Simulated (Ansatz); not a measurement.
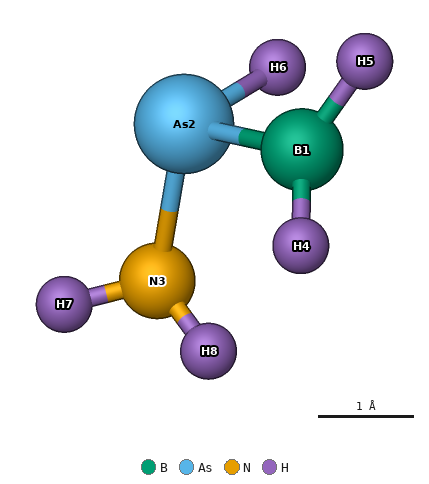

Figure 1. The structure as given in the input (ball-and-stick view, seen at a tilt; atoms are numbered from 1 in the order of the input). Bond lengths as drawn: As–B 1.97 Å, As–H 1.52 Å, As–N 1.85 Å, B–H 1.19 to 1.20 Å and H–N 1.01 Å.

# Run report: BAsNH5, molecular dynamics (part 1 of 2)

System: BAsNH5.
Method: RKS r2SCAN/6-31G* (Ansatz 0.2.0).

The geometry comes from this level: PBE0-D4/def2-TZVP. Figures and captions count atoms from 1; the log counts them from 0 in places.

### The input
```yaml
crystal:
  periodic: [false, false, false]
  atoms:
    - {symbol: B, position_ang: [-0.903492, 0.664936, -0.956899]}
    - {symbol: As, position_ang: [0.721755, 0.657256, 0.160482]}
    - {symbol: N, position_ang: [0.899978, -1.044837, 0.874935]}
    - {symbol: H, position_ang: [-1.243723, -0.307057, -1.563449]}
    - {symbol: H, position_ang: [-1.452739, 1.710926, -1.132048]}
    - {symbol: H, position_ang: [0.159299, 1.384481, 1.368532]}
    - {symbol: H, position_ang: [1.769874, -1.461117, 0.573267]}
    - {symbol: H, position_ang: [0.141349, -1.661789, 0.619380]}
basis:
  gaussian: {orbitals: "6-31G*"}
hamiltonian: {xc: {name: r2SCAN}}
md: {timestep: 0.5 fs, n_steps: 20, ensemble: nvt_nose_hoover, temperature: 300, initial_velocities: maxwell_boltzmann, seed: 196}
```

Run on 2 threads of Arm Neoverse V2, 23 GiB of memory available, shared host.

Launch command:
```bash
ansatz run in.yaml --threads 2 --pin off --events-out ev --progress --plain --max-ram 4352MiB
```

### Log
```
Functional definition: r2SCAN
  name "r2SCAN"
  cite "Furness, Kaplan, Ning, Perdew & Sun, J. Phys. Chem. Lett. 11, 8208 (2020) doi:10.1021/acs.jpclett.0c02405"
  cite "Furness, Kaplan, Ning, Perdew & Sun, J. Phys. Chem. Lett. 11, 9248 (2020) doi:10.1021/acs.jpclett.0c03077"
  parent r2scan
  parameter k0 = 0.174
  parameter k1 = 0.065
  parameter a1 = 4.9479
  exchange = r2scan_x(k0 = k0, k1 = k1, a1 = a1)
  correlation = r2scan_c
920 factors; their error is unknown
mean field evaluation 1: about -63072.6308 eV, gradient 5.3e1 eV
mean field evaluation 2: about -63022.0432 eV, gradient 1.2e2 eV
mean field evaluation 4: about -63077.9965 eV, gradient 1.1e1 eV
mean field evaluation 8: about -63078.3093 eV, gradient 3.0e-1 eV
mean field evaluation 16: about -63078.2276 eV, gradient 1.1e-4 eV
mean field -63078.22760030 eV, -2318.0821083528 hartree, gradient 6.6e-6 eV, S^2 0.000000; 0 other end points of the search recorded, 0 dependent functions left out
the calculation of the forces begins
reference -63078.22760793 eV, -2318.0821086331 hartree; 25, 25 occupied and 50, 50 virtual orbitals, 920 factors
md step     0: t =     0.00 fs  T =   300.0 K  F+E_penalty+E_count = -63078.22760030 eV  E_kin = 0.232668 eV  conserved = -63077.99493230 eV  (29 SCF iters)
these checks for a lower state are left out or cut short: starts, cluster_reference, orbital_swaps, neighbouring_geometries, increment
920 factors; their error is unknown
mean field -63078.22439522 eV, -2318.0819905683 hartree, gradient 8.2e-6 eV, S^2 0.000000; 0 other end points of the search recorded, 0 dependent functions left out
[... from here on the field's lines of each further geometry are left out, up to the last ...]
md step     1: t =     0.50 fs  T =   295.9 K  F+E_penalty+E_count = -63078.22439522 eV  E_kin = 0.229487 eV  conserved = -63077.99490837 eV  (31 SCF iters)
md step     2: t =     1.00 fs  T =   283.2 K  F+E_penalty+E_count = -63078.21437401 eV  E_kin = 0.219603 eV  conserved = -63077.99477155 eV  (32 SCF iters)
md step     3: t =     1.50 fs  T =   264.4 K  F+E_penalty+E_count = -63078.19964633 eV  E_kin = 0.205069 eV  conserved = -63077.99457858 eV  (31 SCF iters)
md step     4: t =     2.00 fs  T =   243.5 K  F+E_penalty+E_count = -63078.18324120 eV  E_kin = 0.188853 eV  conserved = -63077.99439140 eV  (32 SCF iters)
md step     5: t =     2.50 fs  T =   224.2 K  F+E_penalty+E_count = -63078.16812552 eV  E_kin = 0.173872 eV  conserved = -63077.99426014 eV  (31 SCF iters)
md step     6: t =     3.00 fs  T =   209.1 K  F+E_penalty+E_count = -63078.15639927 eV  E_kin = 0.162198 eV  conserved = -63077.99421353 eV  (32 SCF iters)
md step     7: t =     3.50 fs  T =   199.3 K  F+E_penalty+E_count = -63078.14882088 eV  E_kin = 0.154583 eV  conserved = -63077.99425724 eV  (30 SCF iters)
md step     8: t =     4.00 fs  T =   193.9 K  F+E_penalty+E_count = -63078.14471974 eV  E_kin = 0.150377 eV  conserved = -63077.99437153 eV  (32 SCF iters)
md step     9: t =     4.50 fs  T =   190.6 K  F+E_penalty+E_count = -63078.14231660 eV  E_kin = 0.147844 eV  conserved = -63077.99451382 eV  (32 SCF iters)
md step    10: t =     5.00 fs  T =   186.8 K  F+E_penalty+E_count = -63078.13940940 eV  E_kin = 0.144839 eV  conserved = -63077.99462625 eV  (32 SCF iters)
md step    11: t =     5.50 fs  T =   180.1 K  F+E_penalty+E_count = -63078.13428332 eV  E_kin = 0.139702 eV  conserved = -63077.99465396 eV  (31 SCF iters)
md step    12: t =     6.00 fs  T =   170.3 K  F+E_penalty+E_count = -63078.12655006 eV  E_kin = 0.132069 eV  conserved = -63077.99457232 eV  (32 SCF iters)
md step    13: t =     6.50 fs  T =   158.8 K  F+E_penalty+E_count = -63078.11749601 eV  E_kin = 0.123196 eV  conserved = -63077.99441108 eV  (32 SCF iters)
md step    14: t =     7.00 fs  T =   148.9 K  F+E_penalty+E_count = -63078.10959611 eV  E_kin = 0.115478 eV  conserved = -63077.99425178 eV  (31 SCF iters)
md step    15: t =     7.50 fs  T =   143.4 K  F+E_penalty+E_count = -63078.10526800 eV  E_kin = 0.111241 eV  conserved = -63077.99418449 eV  (31 SCF iters)
md step    16: t =     8.00 fs  T =   143.7 K  F+E_penalty+E_count = -63078.10552544 eV  E_kin = 0.111461 eV  conserved = -63077.99424749 eV  (32 SCF iters)
md step    17: t =     8.50 fs  T =   148.6 K  F+E_penalty+E_count = -63078.10941240 eV  E_kin = 0.115225 eV  conserved = -63077.99440054 eV  (31 SCF iters)
md step    18: t =     9.00 fs  T =   155.1 K  F+E_penalty+E_count = -63078.11460077 eV  E_kin = 0.120291 eV  conserved = -63077.99455683 eV  (50 SCF iters)
md step    19: t =     9.50 fs  T =   160.3 K  F+E_penalty+E_count = -63078.11868784 eV  E_kin = 0.124329 eV  conserved = -63077.99464315 eV  (32 SCF iters)
the calculation of the forces begins
reference -63078.12032530 eV, -2318.0781660691 hartree; 25, 25 occupied and 50, 50 virtual orbitals, 920 factors
920 factors; their error is unknown
mean field evaluation 192: about -63072.5441 eV, gradient 5.3e1 eV
mean field -63078.12031774 eV, -2318.0781657913 hartree, gradient 8.3e-6 eV, S^2 0.000000; 1 other end points of the search recorded, 0 dependent functions left out
the calculation of the forces begins
reference -63078.12032530 eV, -2318.0781660691 hartree; 25, 25 occupied and 50, 50 virtual orbitals, 920 factors
md step    20: t =    10.00 fs  T =   162.5 K  F+E_penalty+E_count = -63078.12031774 eV  E_kin = 0.126007 eV  conserved = -63077.99463718 eV  (50 SCF iters)
```

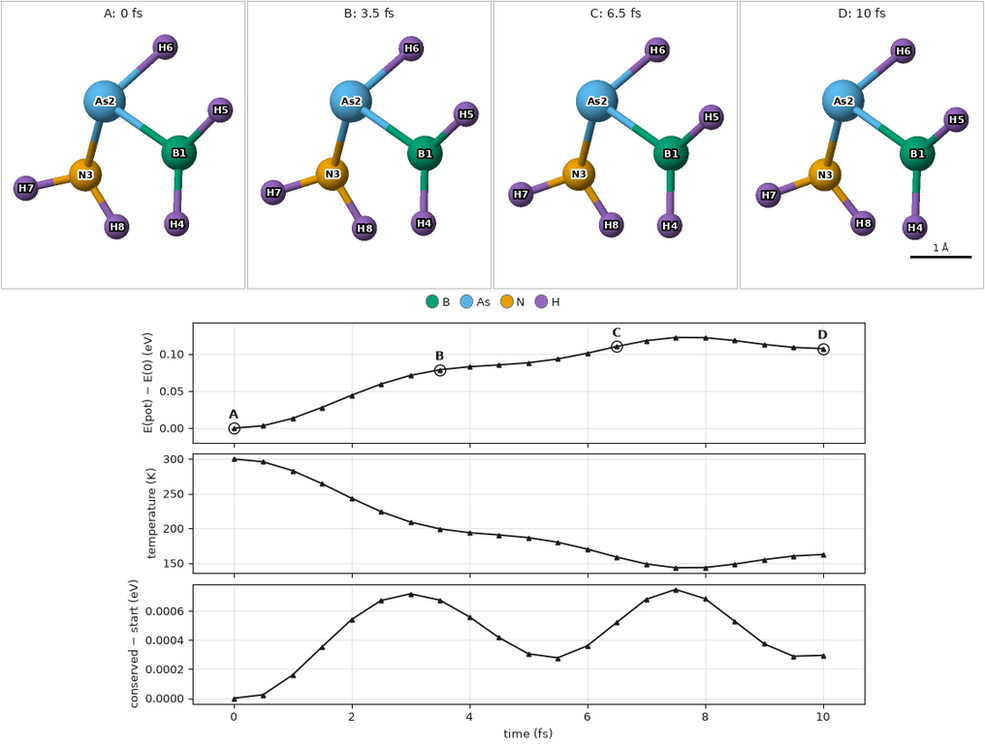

Figure 2. Frames of the molecular dynamics (ball-and-stick, seen at a tilt) above the curves, on which the letters mark them. The trajectory kept here has 21 frames over 10 fs. The temperature starts at 300 K, ranges from 143 to 300 K and averages 160 K over the second half. The potential energy ends 0.107 eV above its first value. The conserved quantity stays within 0.00075 eV. After an unweighted best fit of the last frame on the first, the root-mean-square displacement is 0.14 Å, and H7 has moved furthest (0.23 Å).

```
Total energy: -63078.12032530 eV, -2318.0781660691 hartree
Atom 0 at    -0.902879     0.637196    -0.948630 Å, force    -0.330684    -0.656207    -0.668634 eV/Å
Atom 1 at     0.729017     0.660334     0.167507 Å, force    -0.273933     1.012657    -0.082688 eV/Å
Atom 2 at     0.878010    -1.021522     0.843097 Å, force    -0.047040    -1.208066     0.439355 eV/Å
Atom 3 at    -1.243637    -0.406557    -1.501328 Å, force     0.268559     0.404469     0.368251 eV/Å
Atom 4 at    -1.482996     1.604783    -1.321752 Å, force    -0.059461     0.342751     0.189294 eV/Å
Atom 5 at     0.175458     1.279112     1.445537 Å, force    -0.051333     0.299694    -0.155536 eV/Å
Atom 6 at     1.638188    -1.461334     0.348695 Å, force     0.281186    -0.419921    -0.048486 eV/Å
Atom 7 at     0.045953    -1.605833     0.726147 Å, force     0.212705     0.224622    -0.041557 eV/Å
Dipole moment:    -0.093537    -0.207353    -0.123354 e Å
```

### Trajectory as extended XYZ (Å, eV, eV/Å), 21 frames, from step=0 to step=20
```
8
Properties=species:S:1:pos:R:3:forces:R:3 step=0 time_fs=0.0 energy=-63078.22760 temperature=300.0
B    -0.9035    0.6649   -0.9569   -0.0040   0.0226   0.0158
As    0.7218    0.6573    0.1605    0.0961   0.2064  -0.2012
N     0.9000   -1.0448    0.8749    0.0192  -0.0912   0.3866
H    -1.2437   -0.3071   -1.5634   -0.0255  -0.0578  -0.0525
H    -1.4527    1.7109   -1.1320   -0.0566   0.0557  -0.0171
H     0.1593    1.3845    1.3685   -0.0432   0.0601   0.0872
H     1.7699   -1.4611    0.5733    0.1883  -0.0696  -0.1110
H     0.1413   -1.6618    0.6194   -0.1743  -0.1262  -0.1079
8
Properties=species:S:1:pos:R:3:forces:R:3 step=1 time_fs=0.5 energy=-63078.22439 temperature=295.9
B    -0.9029    0.6626   -0.9561   -0.0202   0.2186   0.0409
As    0.7221    0.6572    0.1609    0.0651   0.2797  -0.2041
N     0.8987   -1.0412    0.8731   -0.2237  -0.5271   0.2967
H    -1.2437   -0.3039   -1.5581   -0.0553  -0.2133  -0.1231
H    -1.4569    1.7063   -1.1459   -0.0173   0.0235   0.0219
H     0.1604    1.3766    1.3752   -0.0410   0.0689   0.0579
H     1.7615   -1.4653    0.5597    0.2041  -0.0285  -0.0905
H     0.1353   -1.6702    0.6227    0.0882   0.1782   0.0001
8
Properties=species:S:1:pos:R:3:forces:R:3 step=2 time_fs=1.0 energy=-63078.21437 temperature=283.2
B    -0.9024    0.6603   -0.9553   -0.0413   0.4082   0.0587
As    0.7225    0.6572    0.1613    0.0328   0.3563  -0.2025
N     0.8974   -1.0376    0.8713   -0.4042  -0.9513   0.2123
H    -1.2438   -0.3012   -1.5531   -0.0826  -0.3596  -0.1874
H    -1.4610    1.7017   -1.1597    0.0239  -0.0113   0.0620
H     0.1615    1.3688    1.3821   -0.0371   0.0758   0.0247
H     1.7536   -1.4695    0.5459    0.1901   0.0251  -0.0597
H     0.1294   -1.6782    0.6259    0.3185   0.4568   0.0919
8
Properties=species:S:1:pos:R:3:forces:R:3 step=3 time_fs=1.5 energy=-63078.19965 temperature=264.4
B    -0.9018    0.6581   -0.9544   -0.0685   0.5772   0.0640
As    0.7229    0.6571    0.1616   -0.0001   0.4346  -0.1960
N     0.8960   -1.0342    0.8696   -0.5057  -1.3387   0.1380
H    -1.2441   -0.2994   -1.5485   -0.1039  -0.4863  -0.2396
H    -1.4651    1.6970   -1.1733    0.0646  -0.0454   0.1022
H     0.1624    1.3613    1.3890   -0.0319   0.0813  -0.0115
H     1.7461   -1.4736    0.5320    0.1518   0.0888  -0.0189
H     0.1243   -1.6852    0.6294    0.4937   0.6886   0.1619
8
Properties=species:S:1:pos:R:3:forces:R:3 step=4 time_fs=2.0 energy=-63078.18324 temperature=243.5
B    -0.9013    0.6560   -0.9536   -0.1029   0.7125   0.0526
As    0.7233    0.6571    0.1620   -0.0328   0.5125  -0.1848
N     0.8945   -1.0311    0.8679   -0.5246  -1.6708   0.0768
H    -1.2446   -0.2987   -1.5444   -0.1160  -0.5838  -0.2742
H    -1.4690    1.6923   -1.1867    0.1029  -0.0756   0.1413
H     0.1633    1.3539    1.3959   -0.0258   0.0862  -0.0495
H     1.7391   -1.4775    0.5180    0.0977   0.1582   0.0299
H     0.1204   -1.6904    0.6333    0.6016   0.8607   0.2080
8
Properties=species:S:1:pos:R:3:forces:R:3 step=5 time_fs=2.5 energy=-63078.16813 temperature=224.2
B    -0.9008    0.6541   -0.9527   -0.1452   0.8038   0.0214
As    0.7237    0.6571    0.1624   -0.0647   0.5880  -0.1690
N     0.8929   -1.0282    0.8662   -0.4662  -1.9333   0.0304
H    -1.2454   -0.2995   -1.5411   -0.1164  -0.6442  -0.2870
H    -1.4727    1.6874   -1.1997    0.1368  -0.0993   0.1783
H     0.1641    1.3467    1.4026   -0.0191   0.0911  -0.0881
H     1.7322   -1.4811    0.5041    0.0380   0.2279   0.0834
H     0.1179   -1.6936    0.6377    0.6367   0.9661   0.2306
```
